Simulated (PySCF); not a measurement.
C3H2, triplet, SMILES `[CH]C#C`.

Method: PBE/def2-SVP; geometry: GFN2-xTB; program: PySCF. No frequency check shows the geometry to be a minimum. The stability of the open-shell solution wasn't checked. GFN2-xTB doesn't know the spin state, so this open-shell geometry is rough.

Geometry (Å), atoms numbered from 1:

```
C1      -1.2611    0.0008    0.0000
C2       0.0000   -0.0007    0.0000
C3       1.2611   -0.0002    0.0000
H4      -2.3080   -0.0013    0.0000
H5       2.3080    0.0019    0.0000
```

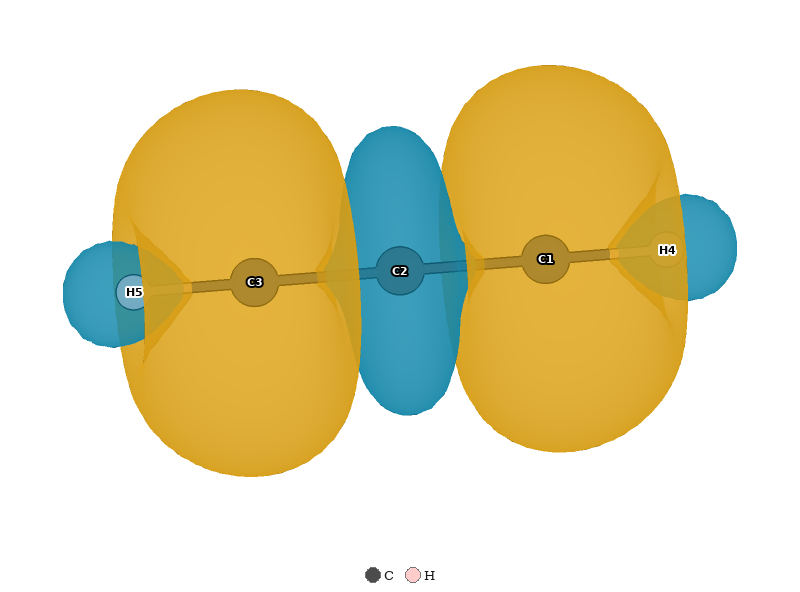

Spin density ρα − ρβ at ±0.01 e/Å³ (yellow: excess α, teal: excess β).

**Give the atomic spin populations that go with this picture.**

Hirshfeld spin populations: C1 and C3 +0.90, H4 and H5 +0.07 and C2 +0.06. ⟨S²⟩ = 2.03, against 2.00 for a pure state. The picture also shows regions of β spin from spin polarisation; the Hirshfeld sums, whose atoms overlap, net them against the α spin of neighbours.
